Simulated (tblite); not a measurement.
# CH2O2 (charge −1): geometry relaxation

CH2O2, charge −1, multiplicity 2, SMILES [O-][CH]O, computed with GFN2-xTB geometry optimisation, gas phase (tblite 0.8.0).

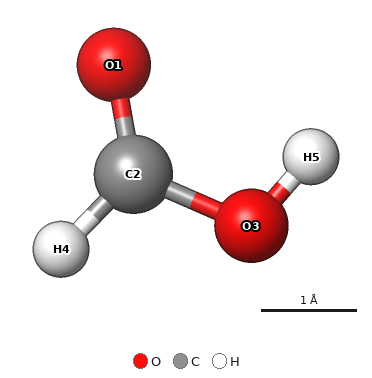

**Figure 1.** The input geometry (ball-and-stick view, seen on its broad side; atoms are numbered from 1 in the order of the input). Bond lengths as drawn: C–H 1.10 Å, C–O 1.18 to 1.36 Å and H–O 0.96 Å.

**Summary**

```csv
quantity,value
outcome,converged
total energy,−310.1422 eV
hardware,"1 CPU thread, shared host"
peak memory,0.43 GiB
```

**The input**
```
{"job": {"kind": "relax", "xc": "GFN2-xTB", "basis": "xTB"}, "charge": -1, "multiplicity": 2}
O     -0.674700     1.139000     0.005400
C     -0.423000    -0.010800    -0.031900
O      0.843400    -0.518100    -0.010000
H     -1.152900    -0.832400    -0.046800
H      1.441300     0.234100     0.013900
```

The first line tells a small driver script what to run in tblite; the rest is the geometry in Å.

Run as:
```bash
OMP_NUM_THREADS=1 python <driver script> task.json out
```

**Log**
```
step      E/eV     max force
  0    -309.20807   10.884
  1    -309.43035    7.176
  2    -309.90241    2.652
  3    -309.96178    1.327
  4    -309.97528    0.266
  5    -309.97644    0.242
  6    -309.99052    1.100
  7    -309.91422    5.240
  8    -309.98616    2.022
  9    -309.97247    2.488
 10    -310.07624    0.850
 11    -309.88084    3.496
 12    -310.11402    0.466
 13    -310.12442    0.361
 14    -310.12933    0.305
 15    -310.13054    0.147
 16    -310.13183    0.144
 17    -310.13251    0.203
 18    -310.13516    0.295
 19    -310.13710    0.232
 20    -310.13869    0.135
 21    -310.13968    0.149
 22    -310.14050    0.160
 23    -310.14100    0.101
 24    -310.14128    0.077
 25    -310.14152    0.073
 26    -310.14179    0.115
 27    -310.14205    0.096
 28    -310.14217    0.032
 29    -310.14218    0.004
```

**Trajectory as extended XYZ (Å, eV, eV/Å), 30 frames, from step=0 to step=29**
```
5
Properties=species:S:1:pos:R:3:forces:R:3 step=0 energy=-309.20807
O    -0.6747    1.1390    0.0054   -2.3890  10.6110   0.3880
C    -0.4230   -0.0108   -0.0319   -1.0880  -8.1830  -0.5280
O     0.8434   -0.5181   -0.0100    3.7210  -2.1330   0.0810
H    -1.1529   -0.8324   -0.0468   -0.2040  -0.5570   0.0470
H     1.4413    0.2341    0.0139   -0.0400   0.2630   0.0120
5
Properties=species:S:1:pos:R:3:forces:R:3 step=1 energy=-309.43035
O    -0.7088    1.2906    0.0110    0.8190  -4.6380  -0.1360
C    -0.4385   -0.1277   -0.0395    0.0100   7.1760   0.0510
O     0.8966   -0.5486   -0.0088    1.0880  -1.0920   0.0400
H    -1.1559   -0.8404   -0.0462   -1.7210  -1.8410   0.0380
H     1.4408    0.2378    0.0141   -0.1950   0.3950   0.0070
5
Properties=species:S:1:pos:R:3:forces:R:3 step=2 energy=-309.90241
O    -0.7034    1.2568    0.0101    0.4900  -2.2660  -0.0360
C    -0.4395   -0.0673   -0.0395   -0.6980   2.5570  -0.0740
O     0.9107   -0.5612   -0.0084    0.3590  -0.2500   0.0400
H    -1.1725   -0.8585   -0.0458   -0.0760  -0.1240   0.0620
H     1.4388    0.2419    0.0142   -0.0740   0.0840   0.0070
5
Properties=species:S:1:pos:R:3:forces:R:3 step=3 energy=-309.96178
O    -0.6954    1.2215    0.0097   -0.2020   1.1780   0.1210
C    -0.4555   -0.0307   -0.0415    0.1950  -1.2870  -0.2560
O     0.9175   -0.5650   -0.0075   -0.0790   0.0130   0.0420
H    -1.1702   -0.8571   -0.0444    0.0470   0.0600   0.0830
H     1.4376    0.2429    0.0143    0.0380   0.0350   0.0100
5
Properties=species:S:1:pos:R:3:forces:R:3 step=4 energy=-309.97528
O    -0.6976    1.2336    0.0108    0.0570  -0.1730   0.0650
C    -0.4517   -0.0426   -0.0437   -0.0350   0.1640  -0.2060
O     0.9164   -0.5649   -0.0072    0.0030   0.0070   0.0460
H    -1.1710   -0.8578   -0.0438   -0.0050  -0.0050   0.0860
H     1.4380    0.2433    0.0144   -0.0210   0.0080   0.0090
5
Properties=species:S:1:pos:R:3:forces:R:3 step=5 energy=-309.97644
O    -0.6970    1.2322    0.0118    0.0290  -0.0430   0.0800
C    -0.4522   -0.0415   -0.0465   -0.0050   0.0300  -0.2400
O     0.9164   -0.5649   -0.0066   -0.0060   0.0050   0.0520
H    -1.1709   -0.8577   -0.0426   -0.0030  -0.0020   0.0980
H     1.4378    0.2435    0.0145   -0.0150   0.0100   0.0110
5
Properties=species:S:1:pos:R:3:forces:R:3 step=6 energy=-309.99052
O    -0.6910    1.2213    0.0243   -0.1700   0.8140   0.2720
C    -0.4558   -0.0335   -0.0844    0.2000  -0.8620  -0.6530
O     0.9163   -0.5642    0.0016   -0.0630  -0.0030   0.1170
H    -1.1706   -0.8573   -0.0271    0.0110   0.0310   0.2370
H     1.4352    0.2453    0.0162    0.0220   0.0190   0.0280
5
Properties=species:S:1:pos:R:3:forces:R:3 step=7 energy=-309.91422
O    -0.6567    1.1560    0.0867   -0.9940   4.5910   1.3660
C    -0.4778    0.0162   -0.2769    0.8890  -5.0360  -1.1410
O     0.9162   -0.5603    0.0438   -0.3160  -0.0070  -0.2760
H    -1.1684   -0.8552    0.0522    0.1750   0.4140  -0.0780
H     1.4208    0.2549    0.0247    0.2470   0.0380   0.1290
5
Properties=species:S:1:pos:R:3:forces:R:3 step=8 energy=-309.98616
O    -0.6861    1.2114    0.0317   -0.3610   1.6980   0.4420
C    -0.4596   -0.0262   -0.1035    0.4030  -1.7570  -0.9150
O     0.9163   -0.5635    0.0051   -0.1050  -0.0140   0.1380
H    -1.1700   -0.8565   -0.0199    0.0090   0.0460   0.2990
H     1.4334    0.2465    0.0173    0.0530   0.0280   0.0370
5
Properties=species:S:1:pos:R:3:forces:R:3 step=9 energy=-309.97247
O    -0.6843    1.2077    0.0323   -0.4530   2.1530   0.5070
C    -0.4612   -0.0229   -0.1048    0.4920  -2.2280  -0.9930
O     0.9167   -0.5634    0.0053   -0.1250  -0.0220   0.1400
H    -1.1699   -0.8566   -0.0195    0.0160   0.0600   0.3070
H     1.4328    0.2468    0.0173    0.0710   0.0360   0.0380
5
Properties=species:S:1:pos:R:3:forces:R:3 step=10 energy=-310.07624
O    -0.6870    1.2146    0.0538   -0.0830   0.2120   0.2940
C    -0.4556   -0.0333   -0.1677    0.1320  -0.2880  -0.7890
O     0.9132   -0.5628    0.0181   -0.0800   0.0330   0.1110
H    -1.1694   -0.8542    0.0060    0.0260   0.0600   0.3220
H     1.4329    0.2473    0.0204    0.0050  -0.0180   0.0620
5
Properties=species:S:1:pos:R:3:forces:R:3 step=11 energy=-309.88084
O    -0.6813    1.2049    0.1241    0.4090  -2.4690  -1.5850
C    -0.4514   -0.0392   -0.3676   -0.4330   1.6430   3.0550
O     0.9046   -0.5594    0.0571   -0.4600   0.3160  -0.7580
H    -1.1664   -0.8459    0.0860    0.5530   0.6450  -0.8600
H     1.4287    0.2511    0.0309   -0.0680  -0.1350   0.1470
5
Properties=species:S:1:pos:R:3:forces:R:3 step=12 energy=-310.11402
O    -0.6856    1.2095    0.0684    0.0040  -0.2600   0.0910
C    -0.4539   -0.0353   -0.2120   -0.0040   0.2050  -0.4180
O     0.9086   -0.5605    0.0257   -0.0360   0.0080   0.0240
H    -1.1668   -0.8497    0.0247    0.0440   0.0670   0.2240
H     1.4318    0.2477    0.0239   -0.0090  -0.0200   0.0790
5
Properties=species:S:1:pos:R:3:forces:R:3 step=13 energy=-310.12442
O    -0.6844    1.2053    0.0751    0.0220  -0.3600  -0.0200
C    -0.4539   -0.0348   -0.2338   -0.0420   0.2940  -0.1660
O     0.9065   -0.5596    0.0290   -0.0300   0.0110  -0.0410
H    -1.1652   -0.8472    0.0342    0.0630   0.0830   0.1410
H     1.4311    0.2480    0.0260   -0.0130  -0.0270   0.0870
5
Properties=species:S:1:pos:R:3:forces:R:3 step=14 energy=-310.12933
O    -0.6828    1.1978    0.0819    0.0080  -0.2800  -0.1210
C    -0.4546   -0.0330   -0.2584   -0.0540   0.2260   0.1260
O     0.9038   -0.5585    0.0311   -0.0130   0.0000  -0.1240
H    -1.1622   -0.8429    0.0460    0.0710   0.0810   0.0260
H     1.4299    0.2481    0.0299   -0.0110  -0.0270   0.0940
5
Properties=species:S:1:pos:R:3:forces:R:3 step=15 energy=-310.13054
O    -0.6829    1.1962    0.0807   -0.0160  -0.1260  -0.0740
C    -0.4550   -0.0321   -0.2573   -0.0280   0.1080   0.0580
O     0.9035   -0.5586    0.0293    0.0030  -0.0090  -0.1140
H    -1.1612   -0.8418    0.0465    0.0470   0.0500   0.0380
H     1.4297    0.2479    0.0313   -0.0060  -0.0220   0.0920
5
Properties=species:S:1:pos:R:3:forces:R:3 step=16 energy=-310.13183
O    -0.6838    1.1930    0.0787   -0.0460   0.1360  -0.0030
C    -0.4558   -0.0304   -0.2577    0.0120  -0.0990  -0.0330
O     0.9033   -0.5590    0.0244    0.0240  -0.0210  -0.1000
H    -1.1588   -0.8391    0.0494    0.0050  -0.0070   0.0480
H     1.4293    0.2471    0.0358    0.0060  -0.0090   0.0870
5
Properties=species:S:1:pos:R:3:forces:R:3 step=17 energy=-310.13251
O    -0.6849    1.1924    0.0774   -0.0420   0.1980   0.0160
C    -0.4561   -0.0299   -0.2582    0.0180  -0.1490  -0.0570
O     0.9035   -0.5595    0.0204    0.0250  -0.0160  -0.0920
H    -1.1576   -0.8379    0.0516   -0.0100  -0.0290   0.0500
H     1.4292    0.2465    0.0394    0.0100  -0.0040   0.0830
5
Properties=species:S:1:pos:R:3:forces:R:3 step=18 energy=-310.13516
O    -0.6902    1.1917    0.0714    0.0130   0.2900   0.0510
C    -0.4574   -0.0285   -0.2617    0.0130  -0.2360  -0.0960
O     0.9050   -0.5618    0.0003    0.0230   0.0480  -0.0600
H    -1.1524   -0.8334    0.0630   -0.0530  -0.0940   0.0430
H     1.4292    0.2437    0.0576    0.0040  -0.0080   0.0620
5
Properties=species:S:1:pos:R:3:forces:R:3 step=19 energy=-310.13710
O    -0.6943    1.1931    0.0663    0.0760   0.2160   0.0380
C    -0.4587   -0.0283   -0.2656   -0.0100  -0.1890  -0.0730
O     0.9067   -0.5627   -0.0185    0.0010   0.0910  -0.0360
H    -1.1488   -0.8312    0.0736   -0.0620  -0.1130   0.0290
H     1.4292    0.2407    0.0747   -0.0050  -0.0050   0.0430
5
Properties=species:S:1:pos:R:3:forces:R:3 step=20 energy=-310.13869
O    -0.6961    1.1956    0.0615    0.1260   0.0480   0.0000
C    -0.4605   -0.0291   -0.2695   -0.0350  -0.0630  -0.0150
O     0.9082   -0.5616   -0.0366   -0.0310   0.0900  -0.0220
H    -1.1465   -0.8310    0.0838   -0.0460  -0.0910   0.0100
H     1.4291    0.2378    0.0913   -0.0130   0.0160   0.0270
5
Properties=species:S:1:pos:R:3:forces:R:3 step=21 energy=-310.13968
O    -0.6947    1.1975    0.0584    0.1300  -0.0690  -0.0250
C    -0.4624   -0.0302   -0.2719   -0.0380   0.0310   0.0270
O     0.9085   -0.5594   -0.0485   -0.0420   0.0550  -0.0170
H    -1.1459   -0.8327    0.0903   -0.0240  -0.0520  -0.0010
H     1.4287    0.2363    0.1023   -0.0250   0.0350   0.0170
5
Properties=species:S:1:pos:R:3:forces:R:3 step=22 energy=-310.14050
O    -0.6909    1.1986    0.0554    0.0990  -0.1210  -0.0320
C    -0.4647   -0.0313   -0.2737   -0.0210   0.0750   0.0460
O     0.9079   -0.5564   -0.0592   -0.0220   0.0190  -0.0120
H    -1.1459   -0.8352    0.0959   -0.0030  -0.0060  -0.0080
H     1.4278    0.2359    0.1122   -0.0520   0.0340   0.0050
5
Properties=species:S:1:pos:R:3:forces:R:3 step=23 energy=-310.14100
O    -0.6863    1.1984    0.0538    0.0500  -0.0860  -0.0170
C    -0.4664   -0.0321   -0.2743    0.0060   0.0510   0.0330
O     0.9072   -0.5540   -0.0647   -0.0030  -0.0300  -0.0110
H    -1.1464   -0.8372    0.0986    0.0070   0.0230  -0.0060
H     1.4260    0.2365    0.1172   -0.0610   0.0420   0.0010
5
Properties=species:S:1:pos:R:3:forces:R:3 step=24 energy=-310.14128
O    -0.6829    1.1976    0.0529    0.0150  -0.0160   0.0040
C    -0.4671   -0.0324   -0.2745    0.0250  -0.0080   0.0090
O     0.9068   -0.5533   -0.0680    0.0270  -0.0240  -0.0040
H    -1.1465   -0.8380    0.1001    0.0070   0.0320  -0.0030
H     1.4239    0.2378    0.1201   -0.0750   0.0160  -0.0060
5
Properties=species:S:1:pos:R:3:forces:R:3 step=25 energy=-310.14152
O    -0.6796    1.1964    0.0532   -0.0140   0.0540   0.0220
C    -0.4669   -0.0329   -0.2741    0.0370  -0.0610  -0.0170
O     0.9069   -0.5533   -0.0676    0.0210  -0.0560  -0.0090
H    -1.1470   -0.8381    0.0996    0.0040   0.0290   0.0030
H     1.4208    0.2394    0.1195   -0.0490   0.0330   0.0010
5
Properties=species:S:1:pos:R:3:forces:R:3 step=26 energy=-310.14179
O    -0.6763    1.1953    0.0529   -0.0250   0.1010   0.0340
C    -0.4663   -0.0336   -0.2746    0.0380  -0.1030  -0.0330
O     0.9074   -0.5543   -0.0707    0.0400  -0.0050   0.0030
H    -1.1468   -0.8373    0.1011   -0.0020   0.0190   0.0050
H     1.4161    0.2416    0.1220   -0.0510  -0.0120  -0.0080
5
Properties=species:S:1:pos:R:3:forces:R:3 step=27 energy=-310.14205
O    -0.6731    1.1946    0.0535   -0.0230   0.0890   0.0270
C    -0.4649   -0.0349   -0.2748    0.0250  -0.0870  -0.0310
O     0.9086   -0.5555   -0.0713    0.0150  -0.0090  -0.0010
H    -1.1470   -0.8363    0.1013   -0.0050   0.0060   0.0050
H     1.4106    0.2437    0.1220   -0.0120   0.0000   0.0000
5
Properties=species:S:1:pos:R:3:forces:R:3 step=28 energy=-310.14217
O    -0.6720    1.1948    0.0535   -0.0060   0.0280   0.0080
C    -0.4641   -0.0360   -0.2756    0.0060  -0.0300  -0.0100
O     0.9095   -0.5561   -0.0735    0.0040   0.0090   0.0010
H    -1.1469   -0.8355    0.1025   -0.0030   0.0010   0.0010
H     1.4077    0.2445    0.1237   -0.0010  -0.0070  -0.0010
5
Properties=species:S:1:pos:R:3:forces:R:3 step=29 energy=-310.14218
O    -0.6722    1.1951    0.0535    0.0000   0.0020   0.0010
C    -0.4640   -0.0362   -0.2757    0.0010  -0.0040   0.0000
O     0.9096   -0.5560   -0.0737   -0.0020   0.0010  -0.0010
H    -1.1469   -0.8355    0.1026   -0.0010   0.0010   0.0000
H     1.4077    0.2443    0.1239    0.0030   0.0010   0.0010
```

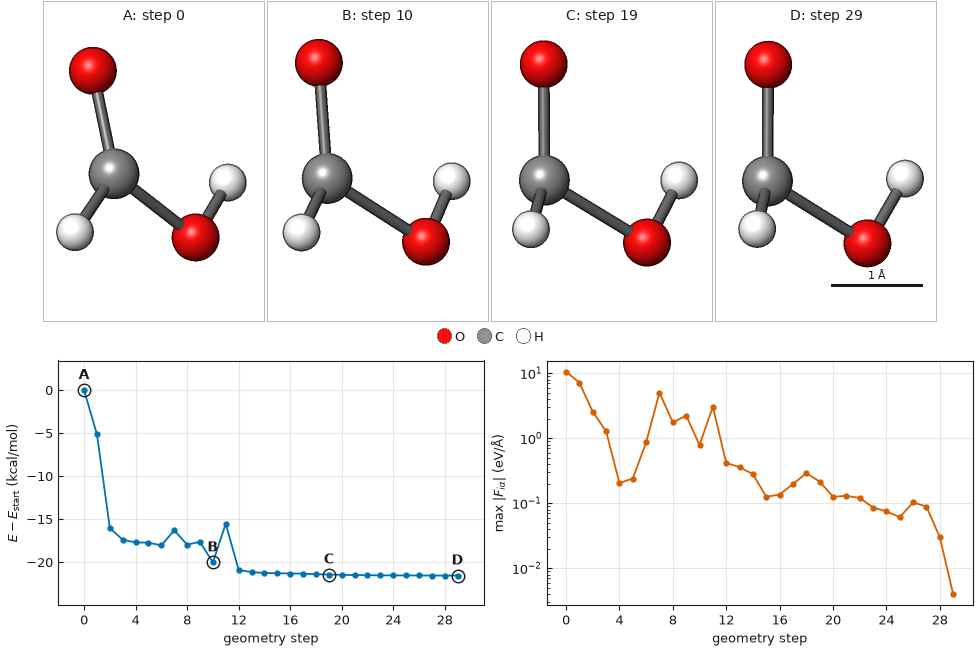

**Figure 2.** Frames of the relaxation (ball-and-stick view, seen at a tilt) above the curves, on which the letters mark them (steps are counted from 0).

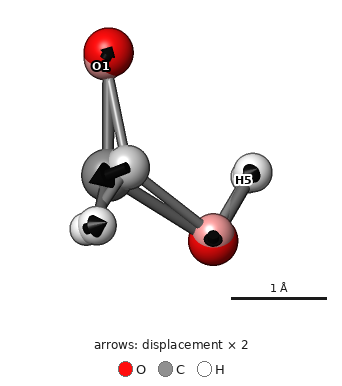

**Figure 3.** Start (faint) and end (solid) with the displacements as black arrows, magnified 2 times (ball-and-stick view, seen at a tilt). The two geometries are laid on each other by the best rigid fit. Over 29 geometry steps the energy falls by 21.5 kcal/mol. Largest force component: 11 eV/Å at the start, 0.004 eV/Å at the end. C2 moves most after the best rigid fit: 0.25 Å. By element the largest moves are C 0.25 Å, H 0.15 Å, O 0.10 Å. Among the contacts that change: C2–O3 1.364 → 1.482 Å, O1–C2 1.178 → 1.291 Å, C2–H4 1.099 → 1.117 Å. Among the angles that change: O1–C2–O3 124.1° → 116.7°, O1–C2–H4 126.0° → 119.8°, C2–O3–H5 106.7° → 102.5°. (Atoms are counted from 1 in the order of the input.)
